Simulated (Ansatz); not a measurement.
```tsv
atom	x (Å)	y (Å)	z (Å)
Si	-1.0975	-0.2406	-1.6032
Cl	0.5882	-0.0811	-0.3947
Cl	-2.3280	-1.6977	-0.7508
Cl	-0.4687	-0.9239	-3.4607
Si	-2.1675	1.8438	-1.6931
H	-2.3629	2.2866	-0.2689
H	-3.4776	1.7287	-2.4076
H	-1.2379	2.7968	-2.3911
O	-4.1375	-0.3506	-3.7394
C	-4.6185	-1.4585	-3.5451
C	-5.8867	-1.6433	-2.7288
C	-3.9659	-2.7198	-4.0806
H	-6.4092	-0.6759	-2.6147
H	-6.5636	-2.4031	-3.1689
H	-5.5991	-2.0105	-1.7198
H	-2.9945	-2.4742	-4.5457
H	-4.6300	-3.2000	-4.8305
H	-3.8170	-3.4585	-3.2659
```

At this geometry the atoms fall into two loosely joined parts.

Method: DFT PBE, Gaussian basis def2-SVP (Ansatz 0.2.0).

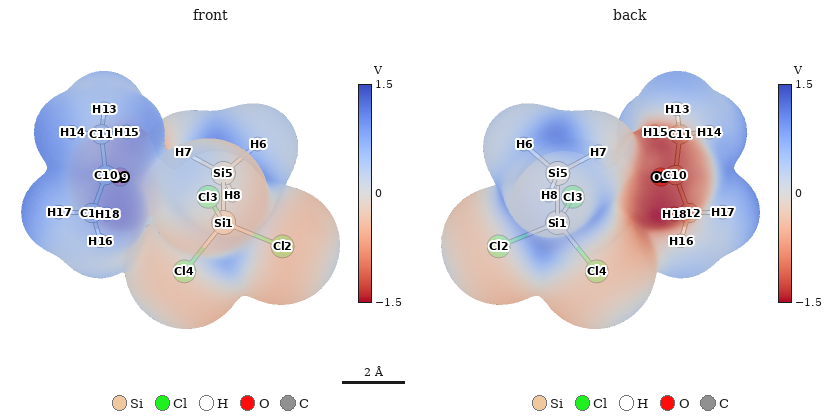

C$_{3}$H$_{9}$Cl$_{3}$OSi$_{2}$. The molecular electrostatic potential painted on the density surface at 0.002 e/bohr³, seen from the front and from behind; the colour scale runs from red (negative) to blue (positive).

Q: Where is the surface potential most negative and most positive?

A: The most negative region (about −1.4 V) lies over O9, the most positive (about +1.0 V) over Si1, Si5, H14 and H17. Cl3 shows a σ-hole: about +0.3 V at the tip opposite its bond, against about −0.1 V on its flanks. O9 is the likeliest acceptor of a hydrogen bond.
